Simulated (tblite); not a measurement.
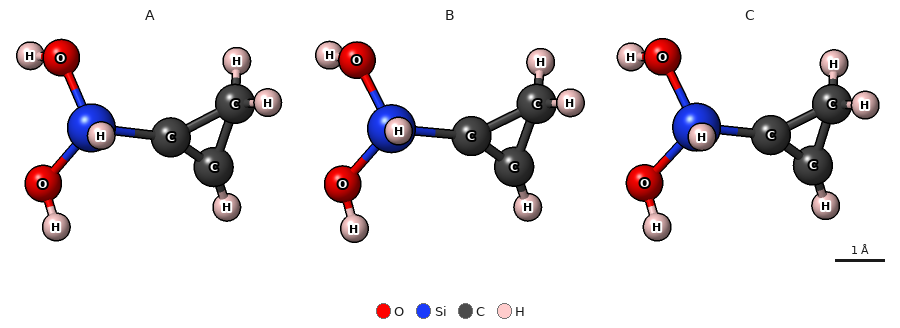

3 geometries from one relaxation of C₃H₆O₂Si, in shuffled order. Style: ball-and-stick. Shown at a tilt.

Computed with tblite 0.8.0, GFN2-xTB geometry optimisation, gas phase. 

Question: Put them in the order of the run, from the start to the converged end.

Answer: C, A, B. They are steps 0, 5, 45, at +14.7 kcal/mol, +1.24 kcal/mol relative to the last. The atom that moves furthest after the best rigid fit is an H atom (0.16 Å). Largest moves by element: H 0.16 Å, O 0.14 Å, Si 0.14 Å, C 0.10 Å. Near-neighbour distances that change, for instance: C–Si 1.709 → 1.864 Å, C–C 1.431 → 1.517 Å, C–C 1.439 → 1.486 Å, O–Si 1.670 → 1.634 Å. Bond angles that change, for instance: O–Si–H 106.0° → 112.9°, Si–O–H 114.8° → 120.8°, Si–O–H 114.4° → 120.4°. Over 45 geometry steps the energy falls by 14.7 kcal/mol. Cost: 0.12 s on 1 thread of AMD EPYC 9B45, on a shared host.
